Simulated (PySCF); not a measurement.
## Two runs on C4H8OSi2

System: C4H8OSi2, SMILES C#C[SiH2]O[SiH2]C=C.
Method of run A: GIAO PBE0/pcSseg-1 NMR shielding, non-relativistic, gas phase (PySCF 2.14.0).

The geometry comes from this level: GFN2-xTB. Text and figures count atoms from 1; the logs count them from 0 in places.

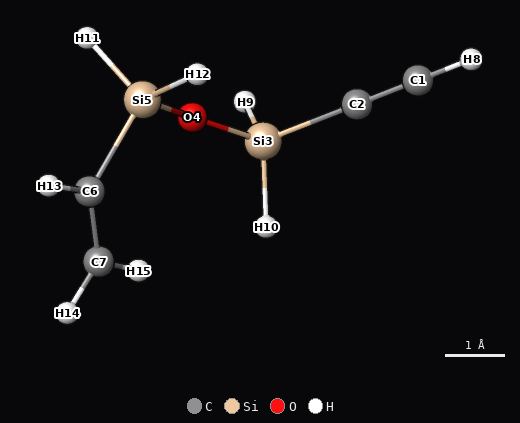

The structure as given in the input (ball-and-stick view, seen at a tilt; atoms are numbered from 1 in the order of the input). Bond lengths as drawn: C–C 1.20 to 1.32 Å, C–H 1.05 to 1.08 Å, C–Si 1.85 to 1.88 Å, H–Si 1.46 to 1.47 Å and O–Si 1.62 Å.

The input, run A:
```
{"job": {"kind": "nmr", "xc": "PBE0", "basis": "pcSseg-1"}, "charge": 0, "multiplicity": 1}
C      3.723537     0.192789     0.925519
C      2.626473    -0.277650     1.067495
Si     0.933648    -1.000697     1.280441
O      0.107019    -0.835648    -0.102983
Si    -0.470782    -0.234635    -1.492003
C     -2.053106     0.725270    -1.147070
C     -2.536161     0.996696     0.055365
H      4.684468     0.603908     0.800847
H      1.017627    -2.442695     1.507867
H      0.224079    -0.256109     2.323701
H     -0.732193    -1.411778    -2.322161
H      0.549223     0.647255    -2.064578
H     -2.599795     1.082202    -2.012382
H     -3.447402     1.556071     0.210148
H     -2.031050     0.663013     0.947880
```

The first line tells a small driver script what to run in PySCF; the rest is the geometry in Å.

Launched with:
```bash
OMP_NUM_THREADS=1 python <driver script> task.json out
```

Hardware: 1 CPU thread, shared host.

Output (run A):
```
coarse grid: 13640 points
cycle   1  E = -810.6804124187  dE =  7.197e-01  |g| = 8.350e-01  |ddm| = 3.631e+00
cycle   2  E = -810.5058485407  dE =  1.746e-01  |g| = 1.267e+00  |ddm| = 1.706e+00
cycle   3  E = -810.8094703396  dE = -3.036e-01  |g| = 1.560e-01  |ddm| = 1.171e+00
cycle   4  E = -810.8143827749  dE = -4.912e-03  |g| = 5.054e-02  |ddm| = 1.623e-01
cycle   5  E = -810.8147000112  dE = -3.172e-04  |g| = 3.838e-02  |ddm| = 5.704e-02
cycle   6  E = -810.8150655092  dE = -3.655e-04  |g| = 3.509e-03  |ddm| = 2.554e-02
cycle   7  E = -810.8150682370  dE = -2.728e-06  |g| = 1.363e-03  |ddm| = 4.271e-03
final grid: 122872 points
cycle   8  E = -810.8680780581  dE = -1.818e-05  |g| = 9.488e-03  |ddm| = 2.471e-02
cycle   9  E = -810.8680585484  dE =  1.951e-05  |g| = 1.389e-02  |ddm| = 1.679e-02
cycle  10  E = -810.8680964963  dE = -3.795e-05  |g| = 1.428e-03  |ddm| = 1.008e-02
cycle  11  E = -810.8680969430  dE = -4.468e-07  |g| = 2.311e-04  |ddm| = 1.218e-03
cycle  12  E = -810.8680969497  dE = -6.701e-09  |g| = 1.719e-04  |ddm| = 2.931e-04
cycle  13  E = -810.8680969570  dE = -7.253e-09  |g| = 3.529e-05  |ddm| = 1.298e-04
cycle  14  E = -810.8680969572  dE = -2.394e-10  |g| = 1.537e-05  |ddm| = 3.672e-05
converged SCF energy = -810.8680969572

GIAO shielding tensors (ppm)
atom      isotropic    diamagn.    paramagn.     s11        s22        s33       span
  0 C       84.165     260.794    -176.630      0.868      5.290    246.335    245.467
  1 C       98.105     260.253    -162.149     -0.931      6.581    288.664    289.595
  2 Si     403.635     880.100    -476.466    362.681    390.832    457.392     94.711
  3 O      317.592     400.139     -82.546    251.350    328.436    372.992    121.642
  4 Si     385.073     881.488    -496.414    343.135    372.191    439.894     96.760
  5 C       43.821     263.287    -219.466    -69.761     35.652    165.571    235.332
  6 C       44.803     255.178    -210.375    -82.543     44.255    172.698    255.241
  7 H       29.690      33.166      -3.476     24.837     24.893     39.341     14.505
  8 H       26.455      27.779      -1.323     22.915     24.881     31.570      8.655
  9 H       26.337      29.908      -3.571     22.439     25.585     30.985      8.546
 10 H       26.405      29.383      -2.977     22.664     24.944     31.608      8.944
 11 H       26.265      30.938      -4.673     22.634     25.571     30.591      7.957
 12 H       25.494      29.037      -3.543     23.923     25.577     26.983      3.060
 13 H       25.117      28.234      -3.117     22.437     24.738     28.176      5.740
 14 H       25.388      34.349      -8.961     22.716     24.192     29.255      6.539
```

For run B the input was changed thus:
```diff
+"pop": true
+"scf": {"aux": "def2-qzvpp-jkfit"
+"guess": "huckel"}
```

Predict how the results change.

The total energy of run B is 0.03 kcal/mol lower, which measures the change of basis and not a stability. No shielding changes by as much as 0.05 ppm. The number of SCF iterations is the same.

Output (run B):
```
final grid: 122872 points
cycle   1  E = -806.7519405283  dE =  1.692e+00  |g| = 3.669e+00  |ddm| = 4.782e+00
cycle   2  E = -777.9558482463  dE =  2.880e+01  |g| = 7.645e+00  |ddm| = 1.838e+01
cycle   3  E = -810.0578406275  dE = -3.210e+01  |g| = 1.907e+00  |ddm| = 1.817e+01
cycle   4  E = -810.3817784569  dE = -3.239e-01  |g| = 1.260e+00  |ddm| = 2.552e+00
cycle   5  E = -810.8057339702  dE = -4.240e-01  |g| = 4.810e-01  |ddm| = 1.304e+00
cycle   6  E = -810.8548627741  dE = -4.913e-02  |g| = 2.299e-01  |ddm| = 5.074e-01
cycle   7  E = -810.8661947732  dE = -1.133e-02  |g| = 8.668e-02  |ddm| = 2.258e-01
cycle   8  E = -810.8680387965  dE = -1.844e-03  |g| = 2.097e-02  |ddm| = 8.862e-02
cycle   9  E = -810.8681230704  dE = -8.427e-05  |g| = 8.720e-03  |ddm| = 2.105e-02
cycle  10  E = -810.8681419854  dE = -1.891e-05  |g| = 2.040e-03  |ddm| = 7.798e-03
cycle  11  E = -810.8681428578  dE = -8.724e-07  |g| = 5.662e-04  |ddm| = 2.140e-03
cycle  12  E = -810.8681429346  dE = -7.682e-08  |g| = 9.265e-05  |ddm| = 5.908e-04
cycle  13  E = -810.8681429365  dE = -1.837e-09  |g| = 3.006e-05  |ddm| = 1.163e-04
cycle  14  E = -810.8681429367  dE = -1.953e-10  |g| = 1.504e-05  |ddm| = 3.367e-05
converged SCF energy = -810.8681429367

GIAO shielding tensors (ppm)
atom      isotropic    diamagn.    paramagn.     s11        s22        s33       span
  0 C       84.164     260.794    -176.630      0.868      5.290    246.335    245.467
  1 C       98.105     260.253    -162.149     -0.931      6.581    288.664    289.595
  2 Si     403.634     880.100    -476.466    362.681    390.831    457.391     94.711
  3 O      317.591     400.139     -82.548    251.352    328.434    372.987    121.636
  4 Si     385.073     881.488    -496.414    343.134    372.191    439.895     96.761
  5 C       43.822     263.286    -219.465    -69.761     35.652    165.573    235.334
  6 C       44.803     255.178    -210.375    -82.543     44.257    172.695    255.238
  7 H       29.690      33.166      -3.476     24.837     24.893     39.341     14.505
  8 H       26.455      27.779      -1.323     22.915     24.881     31.570      8.655
  9 H       26.337      29.908      -3.571     22.439     25.585     30.985      8.546
 10 H       26.406      29.383      -2.977     22.665     24.944     31.608      8.943
 11 H       26.265      30.938      -4.673     22.634     25.571     30.591      7.957
 12 H       25.494      29.037      -3.543     23.923     25.576     26.983      3.060
 13 H       25.117      28.234      -3.117     22.437     24.738     28.176      5.740
 14 H       25.388      34.349      -8.961     22.716     24.191     29.255      6.539
```

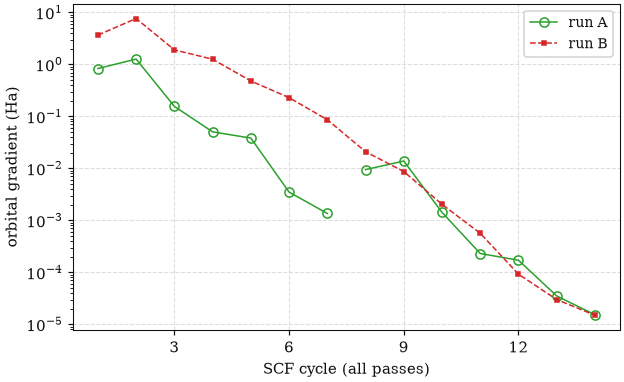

Convergence of the two runs: orbital gradient against the SCF cycle. A break in a curve parts two SCF passes (coarse and final grid). Run A takes 14 cycles in all, and run B takes 14.

The two runs side by side:

| quantity | run A | run B |
| --- | --- | --- |
| outcome | converged | converged |
| total energy (hartree) | −810.868097 | −810.868143 |
| HOMO (eV) | −7.96 | −7.96 |
| LUMO (eV) | −0.44 | −0.43 |
| dipole moment (D) | 0.69 | 0.69 |
| shielding of C1 (ppm) | 84.2 | 84.2 |
| shielding of C2 (ppm) | 98.1 | 98.1 |
| shielding of Si3 (ppm) | 403.6 | 403.6 |
| shielding of O4 (ppm) | 317.6 | 317.6 |
| shielding of C6 (ppm) | 43.8 | 43.8 |
| shielding of H13 (ppm) | 25.5 | 25.5 |
| shielding of H14 (ppm) | 25.1 | 25.1 |
| SCF iterations | 14 | 14 |
| basis functions | 173 | 173 |
| wall time (shared host) | 57 s | 63 s |
